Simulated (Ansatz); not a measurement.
**BFH4OSn: one species, many methods**

How much do the methods differ for BFH4OSn? The plan is to run it at one geometry with functionals of several rungs and with coupled cluster, and see how far each lands from CCSD(T) at the basis-set limit for the atomisation energy.

The runs use Ansatz 0.2.0, Gaussian basis; functionals in def2-TZVPP, the program's frozen cores in correlated methods.

The runs, in order: LDA (SPW92), PBE-D4, revPBE-D4, BLYP-D4, r2SCAN-D4, B97M-V, PBE0-D4, B3LYP-D4, r2SCANh-D4, r2SCAN0-D4, HSE06-D4, BHLYP-D4, CAM-B3LYP-D4, LC-ωPBE, ωB97X-V, ωB97M-V, B2PLYP, PBE-QIDH; CCSD(T)/def2-SVP; CCSD(T)/def2-TZVPP; MP2/def2-QZVPP; extrapolation to the limit; RPA on PBE.

**1. The relaxed structure**

An earlier PBE0-D4 in a triple-zeta def2 set relaxation fixed the geometry. Sn takes the def2 core potential; no spin-orbit term is included.

8 atoms, charge 0, spin multiplicity 1.

Atoms are counted from 1 here; the program's logs count them from 0.

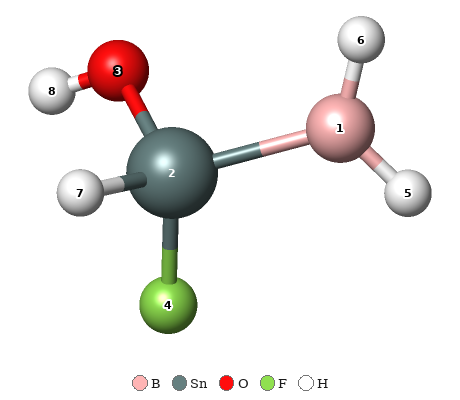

The geometry (boron pink, tin teal, oxygen red, fluorine green, hydrogen white); atoms are numbered from 1 in the order of the file.

**2. LDA**

This LDA is Slater exchange with PW92 correlation.

Input file in.yaml:

```yaml
crystal:
  periodic: [false, false, false]
  atoms:
    - {symbol: B, position_ang: [-1.146923, 1.222688, -0.413469]}
    - {symbol: Sn, position_ang: [0.606650, -0.140433, -0.089390]}
    - {symbol: O, position_ang: [0.140765, -1.305088, 1.415504]}
    - {symbol: F, position_ang: [0.753171, -1.365773, -1.575912]}
    - {symbol: H, position_ang: [-1.614690, 1.336245, -1.502091]}
    - {symbol: H, position_ang: [-1.596749, 1.831594, 0.505848]}
    - {symbol: H, position_ang: [2.213731, 0.415410, 0.086289]}
    - {symbol: H, position_ang: [0.736145, -2.051643, 1.517522]}
basis:
  gaussian: {orbitals: def2-TZVPP}
hamiltonian: {xc: lda}
output: {orbitals: {seedname: orbitals}}
```

Launch:

```
> ansatz run in.yaml --threads 2 --pin off --events-out ev --progress --plain --max-ram 4352MiB
```

After this run come: PBE-D4 (GGA); revPBE-D4 (GGA); BLYP-D4 (GGA); r2SCAN-D4 (meta-GGA); B97M-V (meta-GGA); B3LYP-D4 (hybrid); r2SCANh-D4 (hybrid); r2SCAN0-D4 (hybrid); HSE06-D4 (hybrid); BHLYP-D4 (hybrid); CAM-B3LYP-D4 (range-separated); LC-ωPBE (range-separated); ωB97X-V (range-separated); ωB97M-V (range-separated); B2PLYP (double hybrid); PBE-QIDH (double hybrid); CCSD(T) in def2-SVP; CCSD(T) in def2-TZVPP; MP2 in def2-QZVPP; RPA on PBE orbitals.

Q: Predict the results of all the runs planned. Wanted: atomisation energy, CCSD(T)/CBS; farthest beyond LDA; mean size of error, GGA; mean size of error, meta-GGA; mean size of error, hybrid; mean size of error, range-separated; mean size of error, double hybrid; gap, smallest and largest; T1 diagnostic.

**Answer**, as computed:

| quantity | value |
| --- | --- |
| atomisation energy, CCSD(T)/CBS | 25.931 eV |
| functionals within 0.259 eV (1.0 %) | PBE-D4, r2SCAN-D4, B97M-V, CAM-B3LYP-D4, ωB97X-V, ωB97M-V |
| farthest beyond LDA | BHLYP-D4 (-1.234 eV) |
| mean size of error, GGA | 0.343 eV |
| mean size of error, meta-GGA | 0.107 eV |
| mean size of error, hybrid | 0.678 eV |
| mean size of error, range-separated | 0.175 eV |
| mean size of error, double hybrid | 0.619 eV |
| gap, smallest and largest | 2.60 eV (LDA (SPW92)), 10.28 eV (LC-ωPBE) |
| T1 diagnostic | 0.0139 |
| triples share of the correlation energy | 3.0 % |

What this shows: LDA overbinds by 3.618 eV (14 %). PBE-D4 is off by +0.047 eV. Double hybrids carry the basis error of their MP2 part in triple zeta, and no dispersion term here, so their miss is partly the set-up's. The rungs meta-GGA, range-separated miss on average by less than the doubt on the reference (0.259 eV), so they tie. Misses under about 0.259 eV are within the doubt on the reference itself, which lacks core-valence correlation, spin-orbit coupling and higher excitations, and its outer-core shells are covered unevenly. All levels share the lack of spin-orbit coupling, which lowers the free heavy atoms and so the true binding. Hartree-Fock recovers 70 % of the binding; the rest is correlation. CCSD(T) in def2-SVP is off by -2.250 eV, worse than the median functional, from the basis alone. Orbital gaps span 2.6 to 10.3 eV; exact exchange widens them. Correlated methods include outer-core shells of Sn, which these sets cover unevenly.
